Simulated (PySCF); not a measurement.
The calculation's input:

```
{"job": {"kind": "nmr", "xc": "PBE0", "basis": "pcSseg-1"}, "charge": 0, "multiplicity": 1}
F     -1.705813    -2.096974     0.113324
C     -2.190304    -0.859394    -0.264792
C     -2.456609     0.004910     0.973333
C     -1.553843     1.231179     0.760210
N     -0.471144     0.766612    -0.073370
Si     1.033043     0.299576     0.632411
N      2.071341     0.063859    -0.727562
Si     3.703962    -0.502115    -0.691418
C     -1.111613    -0.090268    -1.043859
H     -3.083399    -1.066877    -0.862707
H     -3.506448     0.270779     1.076597
H     -2.142606    -0.549790     1.856895
H     -2.109442     2.010610     0.221919
H     -1.179869     1.647308     1.691983
H      1.386983     1.445625     1.478538
H      1.079125    -0.945875     1.402223
H      1.824356     0.609723    -1.537752
H      4.603985     0.470491    -0.059650
H      3.714291    -1.746298     0.071772
H      4.079599    -0.702576    -2.092298
H     -1.596389     0.524132    -1.813769
H     -0.399616    -0.765251    -1.513662
```

Launched as:

```sh
OMP_NUM_THREADS=1 python probes_run.py task.json out
```

Geometry: GFN2-xTB.

Computed with PBE0/pcSseg-1, SCF density, gas phase, non-relativistic in PySCF.

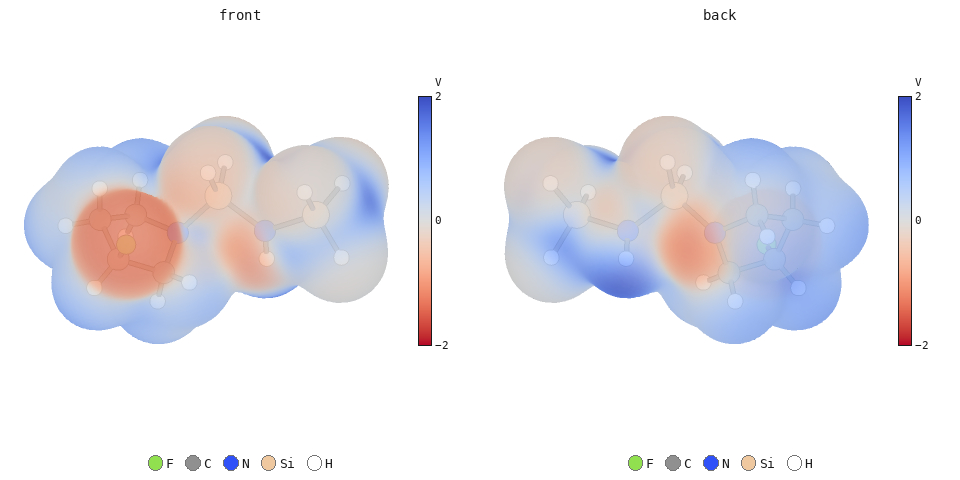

C4H13FN2Si2 (SMILES F[C@H]1CCN([SiH2]N[SiH3])C1). The molecular electrostatic potential painted on the density surface at 0.002 e/bohr³, seen from the front and from behind; the colour scale runs from red (negative) to blue (positive).

> Which sites attract a positive test charge, and which a negative one?

A positive charge is drawn to the negative regions and a negative charge to the positive ones. The most negative region (about −1.1 V, or −25 kcal/mol for a unit charge) lies over F1, the most positive (about +1.6 V, or +37 kcal/mol for a unit charge) over Si6, Si8 and H17.

> What dipole moment does the calculation give?

Its dipole moment is 2.22 D.
